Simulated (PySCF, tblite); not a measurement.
# C4HF3O− (doublet): geometry, infrared bands and EPR parameters

Wanted: the infrared bands and EPR parameters of C4HF3O− (doublet) (`[O-]/[C]=C/C(F)=C(F)F`), by calculation.

Computed with tblite 0.8.0 and PySCF 2.14.0, with density-fitted response routines of our own, on a single molecule in the gas phase. Atoms are numbered from 0 throughout.

### 1 The molecule as given

9 atoms, charge -1, multiplicity 2; geometry from: force field or distance geometry start.

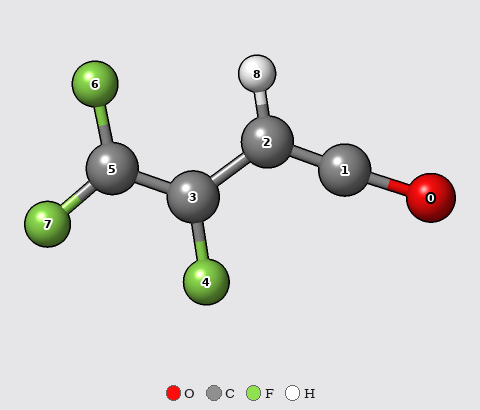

The starting geometry (oxygen red, carbon grey, fluorine green, hydrogen white), atoms numbered.

### 2 Relaxing the molecule with GFN2-xTB

What the job is given:

```
{"job": {"kind": "relax", "xc": "GFN2-xTB", "basis": "xTB"}, "charge": -1, "multiplicity": 2}
O      3.365300    -0.136100    -0.026200
C      1.984800     0.112700     0.163100
C      0.742900     0.355400     0.387300
C     -0.335000    -0.296500    -0.327100
F     -0.012700    -1.237700    -1.238600
C     -1.634400    -0.051200    -0.108700
F     -2.019800     0.871200     0.802100
F     -2.564000    -0.714300    -0.805600
H      0.486600     1.102600     1.128500
```

Run with:

```sh
> OMP_NUM_THREADS=1 python probes_run.py task.json out
```

The driver reads the jobs from task.json and runs them one after another.

Log:

```text
step      E/eV     max force
  0    -745.61993   10.279
  1    -746.10130   10.892
  2    -746.59327    2.941
  3    -746.69577    1.144
  4    -746.72302    0.658
  5    -746.73351    0.561
  6    -746.75077    0.319
  7    -746.75471    0.258
  8    -746.75765    0.146
  9    -746.75941    0.152
 10    -746.76349    0.260
 11    -746.76945    0.327
 12    -746.78000    1.012
 13    -746.79912    1.136
 14    -746.60524    4.845
 15    -746.83822    1.933
 16    -746.89296    1.022
 17    -746.93994    1.075
 18    -746.97153    0.943
 19    -746.99492    0.368
 20    -747.00554    0.225
 21    -747.00850    0.179
 22    -747.01130    0.228
 23    -747.01347    0.199
 24    -747.01609    0.196
 25    -747.01877    0.246
 26    -747.02138    0.232
 27    -747.02315    0.156
 28    -747.02409    0.089
 29    -747.02487    0.108
 30    -747.02578    0.174
 31    -747.02681    0.212
 32    -747.02796    0.152
 33    -747.02905    0.114
 34    -747.02991    0.113
 35    -747.03048    0.121
 36    -747.03091    0.128
 37    -747.03121    0.056
 38    -747.03135    0.037
 39    -747.03141    0.029
 40    -747.03144    0.028
 41    -747.03147    0.019
 42    -747.03150    0.015
 43    -747.03151    0.006
```

It took 0.12 s on 1 thread of AMD EPYC 9B45, shared host.

Along the way: (not every step is listed) (the energy doesn't fall at every step)

| step | energy from step 0 (eV) | largest force (eV/Å) |
| --- | --- | --- |
| 0 | 0.0000 | 10.2786 |
| 1 | -0.4814 | 10.8921 |
| 2 | -0.9733 | 2.9406 |
| 3 | -1.0758 | 1.1436 |
| 4 | -1.1031 | 0.6580 |
| 5 | -1.1136 | 0.5612 |
| 6 | -1.1308 | 0.3186 |
| 7 | -1.1348 | 0.2584 |
| 8 | -1.1377 | 0.1459 |
| 11 | -1.1495 | 0.3273 |
| 14 | -0.9853 | 4.8446 |
| 17 | -1.3200 | 1.0755 |
| 20 | -1.3856 | 0.2252 |
| 23 | -1.3935 | 0.1992 |
| 26 | -1.4015 | 0.2321 |
| 29 | -1.4049 | 0.1083 |
| 32 | -1.4080 | 0.1519 |
| 35 | -1.4106 | 0.1205 |
| 38 | -1.4114 | 0.0372 |
| 39 | -1.4115 | 0.0293 |
| 40 | -1.4115 | 0.0277 |
| 41 | -1.4115 | 0.0195 |
| 42 | -1.4116 | 0.0151 |
| 43 | -1.4116 | 0.0057 |

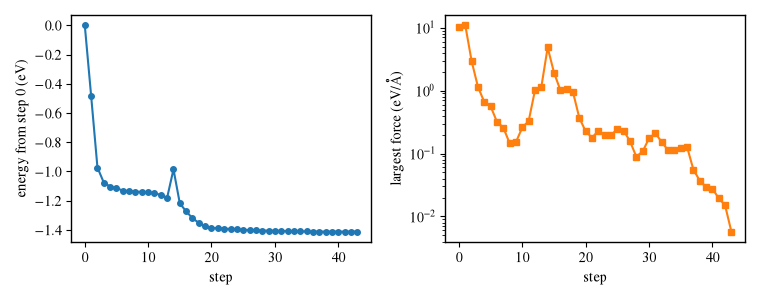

Energy and largest force along the relaxation.

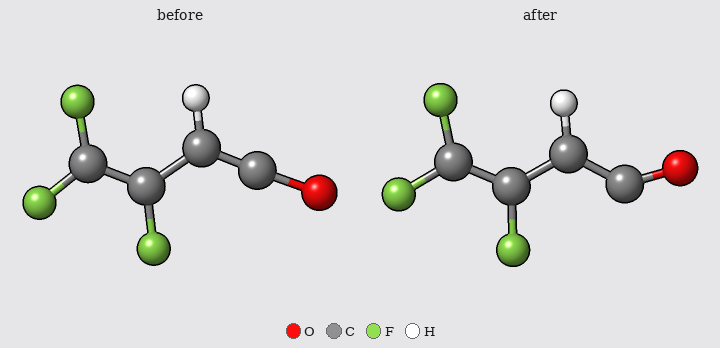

The geometry before (left) and after (right).

Distances of close pairs at the start and the end, largest changes first:

| bond | before (Å) | after (Å) | change (Å) |
| --- | --- | --- | --- |
| O0–C1 | 1.415 | 1.236 | -0.179 |
| C1–C2 | 1.285 | 1.368 | +0.083 |
| C2–C3 | 1.448 | 1.408 | -0.040 |
| C5–F7 | 1.338 | 1.365 | +0.027 |
| C3–F4 | 1.349 | 1.370 | +0.021 |
| C2–H8 | 1.083 | 1.096 | +0.013 |
| C5–F6 | 1.352 | 1.363 | +0.010 |
| C3–C5 | 1.340 | 1.349 | +0.009 |

The final coordinates are the input of the step that follows.

### 3 Infrared spectrum with GFN2-xTB

What the job is given:

```
{"job": {"kind": "ir", "xc": "GFN2-xTB", "basis": "xTB"}, "charge": -1, "multiplicity": 2}
O      3.235135     0.212708     0.320574
C      2.099299    -0.111024    -0.043722
C      0.822109     0.256721     0.281364
C     -0.305589    -0.318177    -0.334584
F     -0.102160    -1.274767    -1.294218
C     -1.603882    -0.037078    -0.098803
F     -2.041199     0.872600     0.816539
F     -2.681068    -0.611559    -0.709283
H      0.590918     1.016571     1.036954
```

Log:

```text
mode    cm-1     km/mol
  1      91.9      4.08
  2     109.5      1.01
  3     110.9      4.77
  4     150.7      1.64
  5     208.5      0.52
  6     254.6      5.40
  7     335.7      5.07
  8     380.9      4.46
  9     465.6      0.13
 10     495.5     15.92
 11     549.5      0.49
 12     609.1     20.48
 13     794.9    108.10
 14     988.0    336.83
 15    1117.9    209.38
 16    1204.9      1.86
 17    1220.8     40.87
 18    1390.2    266.99
 19    1713.1    127.02
 20    1758.4   1080.63
 21    2798.3    122.88
```

Run time: 0.11 s. Hardware: 1 thread of AMD EPYC 9B45, shared host.

Which atoms move in the most intense modes:

| cm⁻¹ | km/mol | atoms |
| --- | --- | --- |
| 795 | 108.1 | C2 32 %, F4 26 %, F7 12 %, C3 10 % |
| 988 | 336.8 | C3 33 %, C5 20 %, F4 14 %, F7 13 % |
| 1118 | 209.4 | C5 70 %, F6 16 %, F7 11 % |
| 1221 | 40.9 | H8 52 %, C3 32 % |
| 1390 | 267.0 | C2 54 %, C3 24 % |
| 1713 | 127.0 | C5 46 %, C3 45 % |
| 1758 | 1080.6 | C1 65 %, O0 28 % |
| 2798 | 122.9 | H8 94 % |

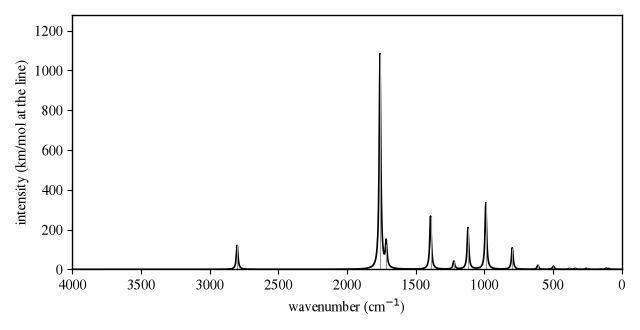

The infrared spectrum from these modes, unscaled. Lines are broadened to a width of 14 cm⁻¹ (Lorentzian).

### 4 g tensor and hyperfine couplings: B3LYP/pcH-1

Settings changed since step 3:

```diff
@@ -1,2 +1,2 @@
-{"job": {"kind": "ir", "xc": "GFN2-xTB", "basis": "xTB"}, "charge": -1, "multiplicity": 2}
+{"job": {"kind": "epr", "basis": "pcH-1"}, "charge": -1, "multiplicity": 2}
 O      3.235135     0.212708     0.320574
```

With the program's defaults for keys left out, this is: UKS B3LYP, pcH-1 on C F H O, non-relativistic, mean-field spin-orbit, GIAO.

Log:

```text
UKS, coarse grid
  cycle   1  E = -527.50699610  |g| = 7.92e-01
  cycle   2  E = -525.06717979  |g| = 2.20e+00
  cycle   3  E = -527.65366296  |g| = 4.55e-01
  cycle   4  E = -527.73757677  |g| = 1.42e-01
  cycle   5  E = -527.74197294  |g| = 6.82e-02
  cycle   6  E = -527.74382469  |g| = 3.19e-02
  cycle   7  E = -527.74419014  |g| = 1.09e-02
  cycle   8  E = -527.74425893  |g| = 3.46e-03
  cycle   9  E = -527.74426527  |g| = 1.83e-03
  cycle  10  E = -527.74426700  |g| = 6.37e-04
UKS, final grid
  cycle   1  E = -527.74417117  |g| = 9.50e-04
  cycle   2  E = -527.74417041  |g| = 1.77e-03
  cycle   3  E = -527.74417166  |g| = 2.52e-04
  cycle   4  E = -527.74417170  |g| = 1.15e-04
  cycle   5  E = -527.74417174  |g| = 9.39e-05
  cycle   6  E = -527.74417175  |g| = 2.13e-05
E = -527.74417175 Eh   <S^2> = 0.7549 (exact 0.7500)
g shifts (ppm)      1          2          3
  rmc          -224       -224       -224
  gc             34          6         -3
  oz_so       -2677       -131       2875
  total       -2867       -349       2648
hyperfine (MHz)  atom isotope    a_iso     a_fc   dipolar eigenvalues
    0   17O     -45.28     -45.28   -110.75     53.40     57.35
    1   13C     279.06     279.06    -53.11    -48.78    101.89
    2   13C     143.72     143.72    -11.89     -7.70     19.59
    3   13C      13.59      13.59     -1.99      0.38      1.61
    4   19F      16.10      16.10    -10.66     -7.71     18.37
    5   13C      -5.12      -5.12     -5.43      2.20      3.23
    6   19F       7.80       7.80    -11.45      3.11      8.35
    7   19F      -4.84      -4.84    -10.56      4.42      6.15
    8    1H      80.57      80.57     -6.08     -3.31      9.39
```

Wall time 18 s (1 thread of AMD EPYC 9B45, shared host); peak memory 0.71 GiB.

Principal g values 1.99945, 2.00197, 2.00497; g(iso) = 2.00213, against 2.00232 for a free electron.

Hyperfine couplings, nucleus by nucleus at this fixed geometry (no averaging over rotations):

| nuclei | isotope | a(iso) (MHz) | a(iso) (G, at g = 2.0023) | largest dipolar term (MHz) |
| --- | --- | --- | --- | --- |
| C1 | 13C | 279.1 | 99.6 | 101.9 |
| C2 | 13C | 143.7 | 51.3 | 19.6 |
| H8 | 1H | 80.6 | 28.7 | 9.4 |
| O0 | 17O | -45.3 | -16.2 | -110.8 |
| F4 | 19F | 16.1 | 5.7 | 18.4 |
| C3 | 13C | 13.6 | 4.8 | -2.0 |
| F6 | 19F | 7.8 | 2.8 | -11.5 |
| C5 | 13C | -5.1 | -1.8 | -5.4 |
| F7 | 19F | -4.8 | -1.7 | -10.6 |

Mulliken spin populations:

| atom | value (e) |
| --- | --- |
| O0 | 0.29 |
| C1 | 0.67 |
| C2 | -0.04 |
| C3 | 0.02 |
| F4 | 0.00 |
| C5 | -0.02 |
| F6 | 0.00 |
| F7 | 0.00 |
| H8 | 0.08 |

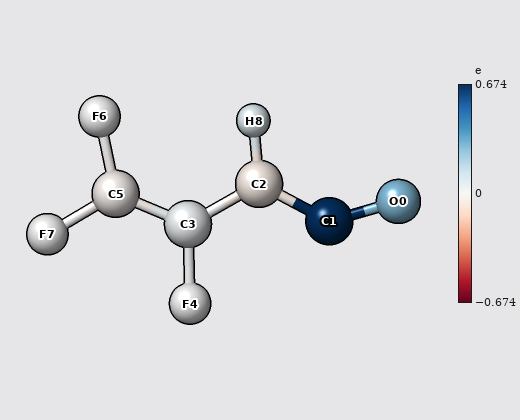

Mulliken spin populations, as colours on the atoms.

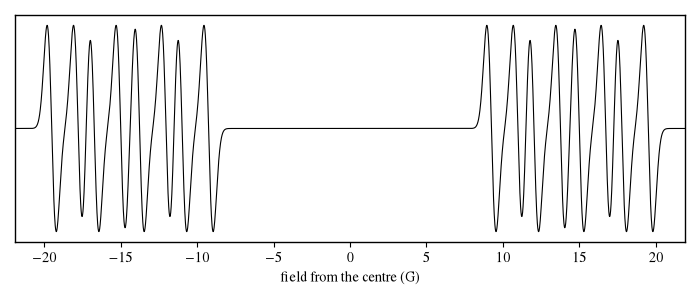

First-order isotropic spectrum (first derivative, main isotopes with spin only, couplings over 0.8 MHz, Gaussian width 0.3 G; couplings of the frozen geometry, rotation of groups not averaged beyond the rows shown).

The fields below are evaluated on a grid from the run's orbitals.

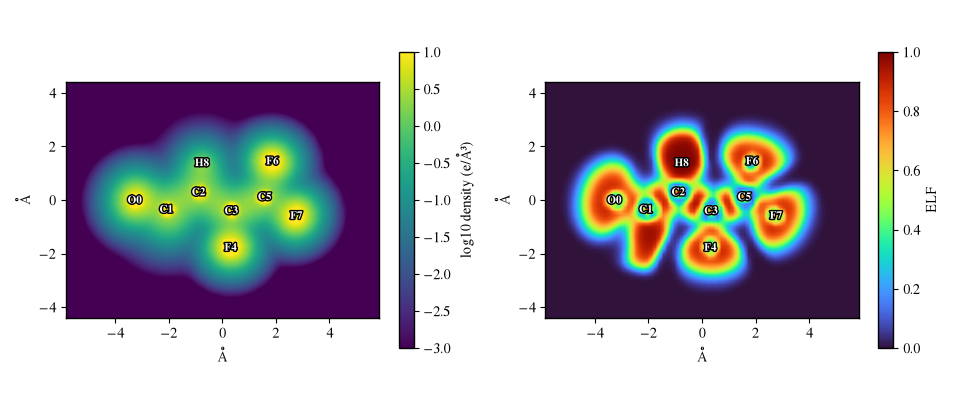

Density (left) and ELF (right) in a plane through or near 9 of the atoms.

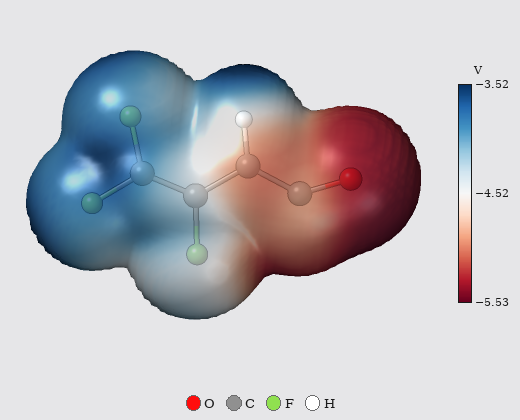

The potential that a unit positive charge feels on the 0.002 e/bohr³ surface, from -5.53 V near O0 to -3.52 V near H8.

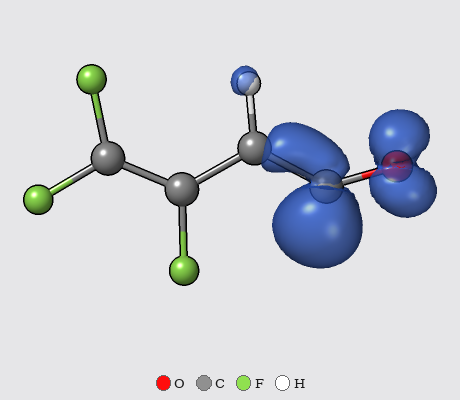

Spin density at ±0.05 e/Å³ (alpha excess blue, beta excess red).

### 5 What came out

| quantity | value |
| --- | --- |
| strongest single infrared mode (GFN2-xTB) | 1758 cm⁻¹, 1081 km/mol |
| zero-point energy (GFN2-xTB) | 23.9 kcal/mol |
| g(iso) (B3LYP) | 2.00213 |
| ⟨S²⟩ | 0.755 (exact 0.75) |
| largest a(iso) | 13C on C1, 279.1 MHz |

**Reading.** Relaxing lowered the energy by 1.412 eV in 43 steps; the close pair that moved most is O0–C1, from 1.415 to 1.236 Å. All 21 modes are real, so the xTB geometry is a minimum. The strongest single mode, at 1758 cm⁻¹, moves mainly C1. GFN2-xTB is a fitted tight-binding method: band positions and strengths are rough. Its intensities can rank the bands wrongly. C1 carries the largest spin population, 0.67 e. The isotropic g lies 0.2 ppt below the free-electron value. The records flag this anion as possibly unbound in the gas phase, so the basis may hold the extra electron.
